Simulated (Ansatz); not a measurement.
# Effect of S on a Si site, symmetric start on CoSi

Start from an 8-atom supercell of CoSi (space group P2_13, No. 198; a = 4.386 Å; non-magnetic) at its relaxed geometry.

One thing is altered: a neutral S on a Si site, symmetric start, atoms relaxed at fixed cell.

Calculations: plane-wave PAW DFT at the PBEsol level (Ansatz, a program for electronic structure, 420 eV), no spin-orbit coupling. Γ-centred 8×8×8 mesh, Fermi–Dirac width 0.05 eV.

The pressure goes from zero to 5.5 GPa and the energy gained by relaxation is 0.09 eV. The largest displacement of a host atom from its site in the perfect cell amounts to 0.05 Å.

Final structure:

```
CELL_PARAMETERS angstrom
      4.38574     0.00000     0.00000
      0.00000     4.38574     0.00000
      0.00000     0.00000     4.38574
ATOMIC_POSITIONS crystal
  Co 0.14761 0.14761 0.14761
  Co 0.65317 0.36061 0.84902
  Co 0.84902 0.65317 0.36061
  Co 0.36061 0.84902 0.65317
  S  0.83379 0.83379 0.83379
  Si 0.33911 0.65100 0.16569
  Si 0.16569 0.33911 0.65100
  Si 0.65100 0.16569 0.33911
```

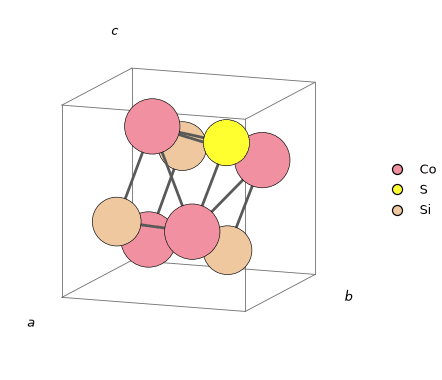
Figure: The relaxed cell after the change

Cost of the whole job for the changed cell (relaxation, final SCF and bands): about 6 core-minutes (a rough figure).

Other magnetic orders, which the real material may have, were not ruled out. In so small a cell the defect repeats every few ångströms: this is an ordered compound, not a dilute defect. The defect started on the symmetric site and kept its symmetry, so it may sit on a saddle. Starting moments died away, wholly or in part, for S on a Si site and the base; another magnetic solution may exist. Spin-polarised in the final run: S on a Si site; the other runs are not. The defect cell is spin-polarised and ends with 0.0 μB.
